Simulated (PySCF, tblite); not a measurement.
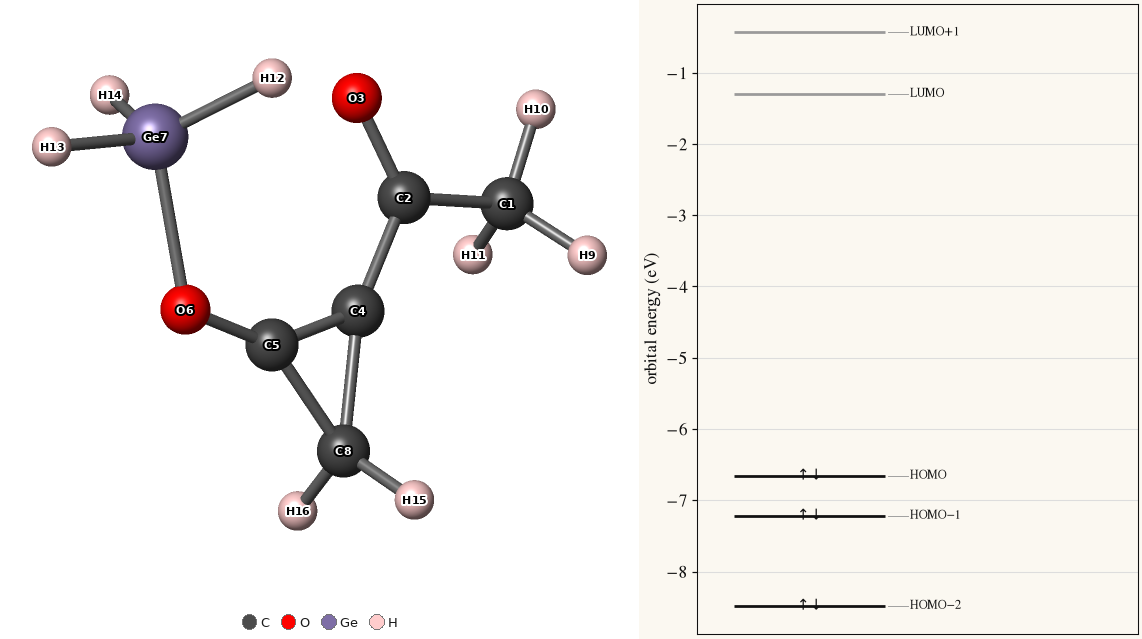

C₅H₈GeO₂, SMILES CC(=O)C1=C([O][GeH3])C1, singlet. Kohn-Sham orbital energies near the frontier, PBE0/def2-SVPD with PySCF 2.14.0, at a GFN2-xTB geometry (a minimum by its frequencies), isolated molecule; empty levels in grey, levels within 0.03 eV side by side.

**Where do the frontier orbitals lie?**

HOMO at −6.65 eV, LUMO at −1.30 eV, 5.36 eV apart.

**On which atoms do HOMO and LUMO mostly sit?**

HOMO: C4 30 %, C5 15 %, O3 14 %. LUMO: C2 25 %, O3 20 %, C5 20 % (Löwdin shares).

**List the levels with the atoms that carry most of them (a dash for levels above zero or within 0.03 eV of another, where shares mean little).**

| orbital | energy (eV) | Löwdin shares |
| --- | --- | --- |
| LUMO+1 | −0.43 | Ge7 41 %, O6 13 %, H12/H14 11 % each |
| LUMO | −1.30 | C2 25 %, O3 20 %, C5 20 % |
| HOMO | −6.65 | C4 30 %, C5 15 %, O3 14 % |
| HOMO−1 | −7.22 | O3 60 %, C2 10 %, C1 9 % |
| HOMO−2 | −8.48 | O6 30 %, C5 21 %, C4 14 % |

Caveats: the tight-binding geometry is rougher than a DFT one and adds to the error; one conformer of a flexible molecule; empty levels above zero depend strongly on the basis.
